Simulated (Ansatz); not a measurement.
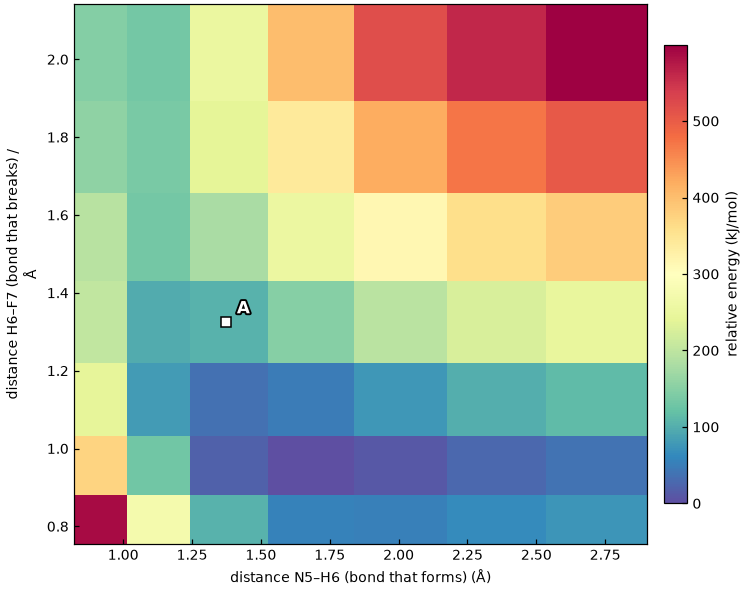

The reacting system C2H6FN (one molecule; an intramolecular shuttled-shift). Coordinates scanned: (1) distance N5–H6 (bond that forms); (2) distance H6–F7 (bond that breaks). Relaxed at each point: all other coordinates. The scan uses a 7 × 7 grid. Points are written as (first, second). All energies are given in kJ/mol relative to the lowest grid point. Energies and slopes of some neighbouring points disagree (a jump in structure or state, or too coarse a mesh). The reference is spin-restricted, so regions where a bond is pulled apart into radicals lie too high. Theory: RKS r2SCAN0-D4/def2-SVP in Ansatz 0.2.0.

The picture shows one coloured cell a grid point, the point A.

### Which way does the force act at A, and how strong is it?

A, at (1.374 Å, 1.324 Å), is not a stationary point. The computed force is 127 kJ/mol for each Å towards smaller values of the first coordinate and 370 kJ/mol for each Å towards smaller values of the second coordinate.
